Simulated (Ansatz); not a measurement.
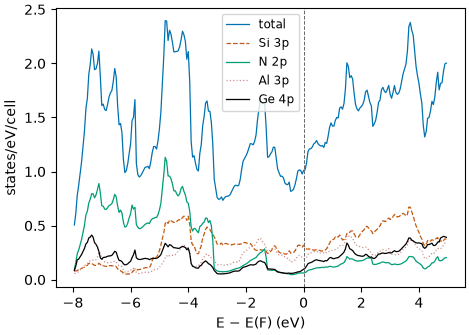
Figure. Total and projected density of states of AlSiGeN in space group R3m (No. 160; Al on 3a, N on 3a, Ge on 3a, Si on 3a), PBEsol in the plane-wave PAW code Ansatz

Q: Which orbitals carry the states next to the Fermi level?

A: Within 0.5 eV of the Fermi level: Si 3p 27 %, Al 3p 20 %, Al 3s 11 %, Si 3s 11 %, Ge 4p 11 %, N 2p 7 %, outside the projected shells 7 %. Projections are on Löwdin-orthogonalised atomic valence shells; empty p or d shells of many metals are not among them.

Q: Where is the tallest occupied peak in this window, and what makes it?

A: Near -4.8 eV, about 2.4 states/eV per cell; the largest projected share is N 2p.

The start of the workflow was typed in or built on a structure type; neither database checked (COD, Materials Project) lists it. Whether it is the stable phase at ambient conditions was not checked. The cell was relaxed with PBEsol under the symmetry of its start; whether a distortion lowers the energy is not shown. Scalar-relativistic: spin–orbit coupling is off unless named, which matters more the heavier the elements.

Potentials: the earlier of the program's two PAW sets. The files were generated under PBE; for other functionals the program regenerates the frozen cores, and for LDA and PBEsol the local potential too.
